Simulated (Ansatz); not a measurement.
# Ge2H6···HCl: what the fields show

```yaml
atoms:
  - { symbol: Ge, position_ang: [0.2890, -0.0449, 0.0997] }
  - { symbol: Ge, position_ang: [0.2203, -0.0159, 2.5374] }
  - { symbol: H, position_ang: [-1.1100, -0.6529, 3.0566] }
  - { symbol: H, position_ang: [1.3763, -0.8498, 3.1511] }
  - { symbol: H, position_ang: [0.2846, 1.4279, 3.0988] }
  - { symbol: H, position_ang: [1.7722, -0.0009, -0.3571] }
  - { symbol: H, position_ang: [-0.4580, 1.1807, -0.4747] }
  - { symbol: H, position_ang: [-0.3571, -1.3493, -0.4304] }
  - { symbol: Cl, position_ang: [-3.3339, 0.4517, 1.1424] }
  - { symbol: H, position_ang: [-2.6106, -0.1467, 2.0479] }
```

The calculation used RKS PBE-D4/def2-SVP (Ansatz 0.2.0).

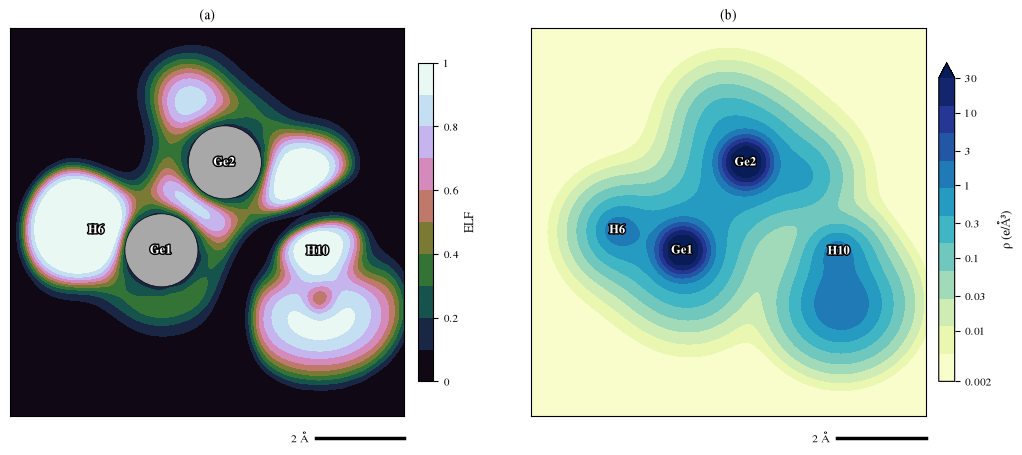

Figure 1. (a) ELF; (b) total electron density on the plane of atoms Ge2, Ge1 and H6. Grey discs cover the atomic cores in the ELF map.

What does the map show?

- The section cuts through Ge and H sites.
- Ge–Ge (2.44 Å): ρ at the midpoint is about 0.55 e/Å³; the ELF peaks at about 0.80 between the atoms (localised, covalent bonding).
- Ge–H (1.55 Å): the density is about 1 e/Å³ at the midpoint; the ELF climbs to about 1 towards the hydrogen.
- The ELF also peaks beside Cl9, away from the bonds: lone-pair regions.

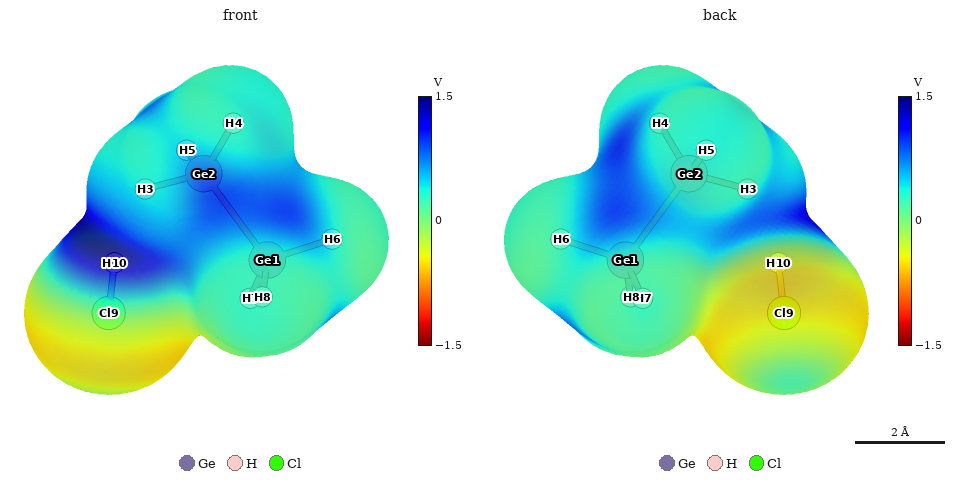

Figure 2. The molecular electrostatic potential painted on the density surface at 0.002 e/bohr³, seen from the front and from behind; the colour scale runs from red (negative) to blue (positive).

Which sites attract a positive test charge, and which a negative one?

A positive charge is drawn to the negative regions and a negative charge to the positive ones. The most negative region (about −0.6 V, or −14 kcal/mol for a unit charge) lies over Cl9, the most positive (about +1.4 V, or +32 kcal/mol for a unit charge) over H10. Cl9 shows a σ-hole: about +0.3 V at the tip opposite its bond, against about −0.5 V, or −12 kcal/mol for a unit charge on its flanks.

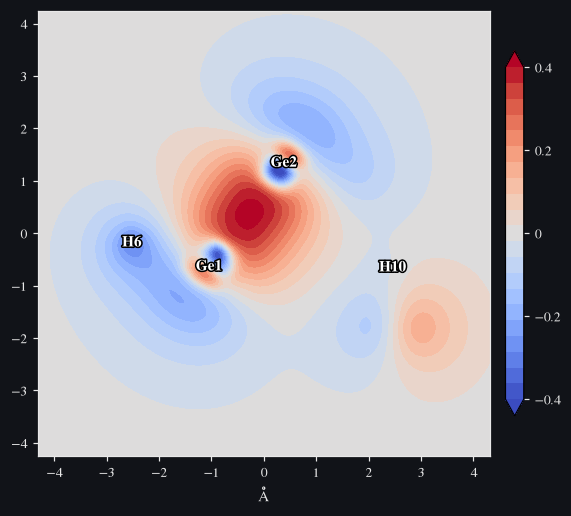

Figure 3. The HOMO on the plane of atoms Ge2, Ge1 and H6 (values in Å⁻³ᐟ²; the overall sign is arbitrary).

What is the character of this orbital?

By Hirshfeld shares it lies mainly on Ge2 (about 35 %), Ge1 (about 35 %) and Cl9 (about 10 %). Its energy is −7.22 eV.
